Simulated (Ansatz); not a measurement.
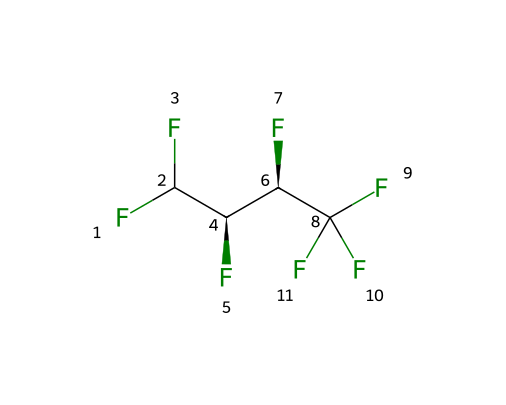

Skeletal drawing with numbered atoms; wedges and dashes mark any stereocentres. The configuration is that of a computed structure (PBE0-D4/def2-TZVP).

Q: Give the R/S and E/Z labels.

A: C4: R; C6: R.

Q: Give a SMILES with the stereochemistry.

A: FC(F)[C@H](F)[C@@H](F)C(F)(F)F
